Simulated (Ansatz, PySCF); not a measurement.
Torsion H3–O1–Si2–H4 in H4OSi (SMILES O[SiH3]); at each angle all else is relaxed with GFN2-xTB, and the levels are single points there.
Geometry at 60° (charge 0, multiplicity 1):
```xyz
6

O      1.08450    -0.50619    -0.24530
Si    -0.42365     0.03364     0.02855
H      1.85669     0.00445    -0.02012
H     -0.65674     1.28287    -0.69924
H     -0.62517     0.27573     1.45872
H     -1.22077    -1.07195    -0.47554
```
Energies count from the point at 60°.

Frozen-core correlation. CBS(a, b) extrapolates the correlation energy as X⁻³ and adds the Hartree–Fock energy of set b. Rows in 6-311+G** carry no dispersion term and start afresh at each structure.

Codes used: Ansatz (a quantum-chemistry and plane-wave program) with Gaussian orbitals; PySCF for 6-311+G** rows, the dispersion terms. 

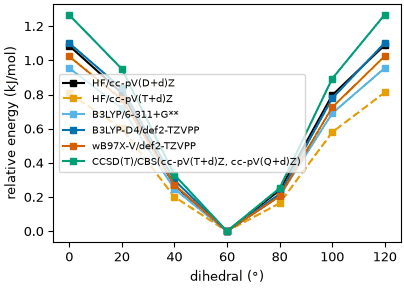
Relative energy along the coordinate

**Question.** Read off the HF/cc-pV(T+d)Z curve at dihedral = 20.

**Answer.** about 0.60 kJ/mol
